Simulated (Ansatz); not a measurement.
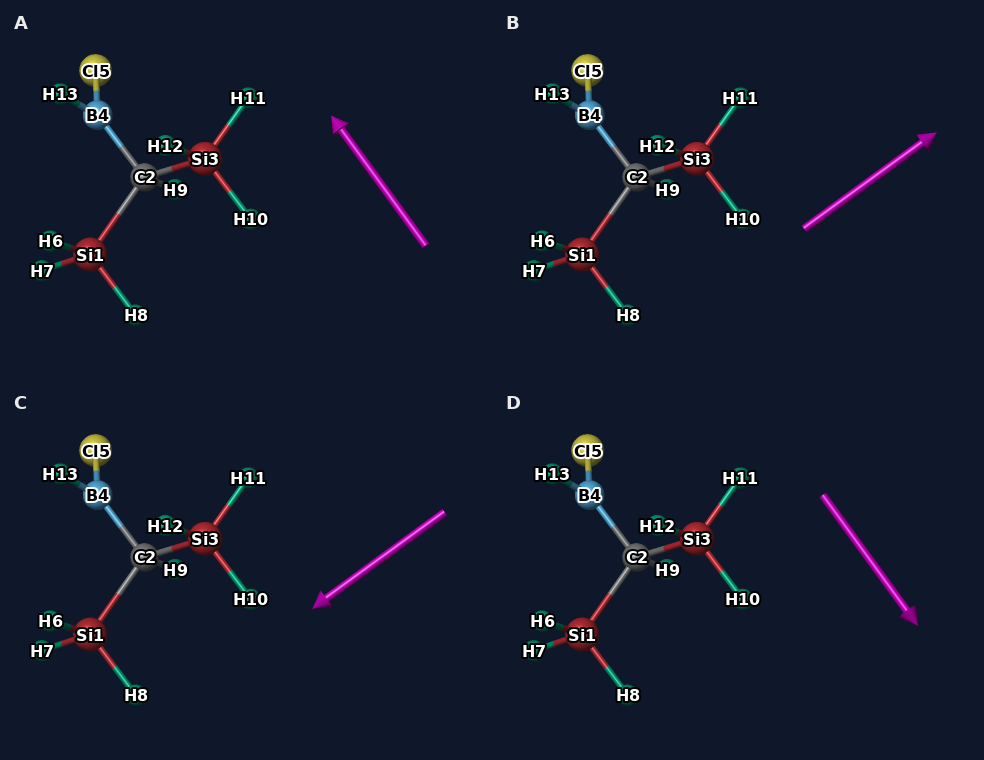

The same molecule four times, each with an arrow. The computed structure is the end point of a PBE-D4/def2-SVP optimisation. No frequency run is at hand to confirm it as a minimum. Properties computed with RKS PBE-D4/def2-SVP (Ansatz 0.2.0).

> Which arrow points along the dipole moment, from the negative to the positive end?

D. The dipole moment is 0.95 D; it points from the side of Cl5 to the side of H8, H10 (the outermost atoms at the two ends).
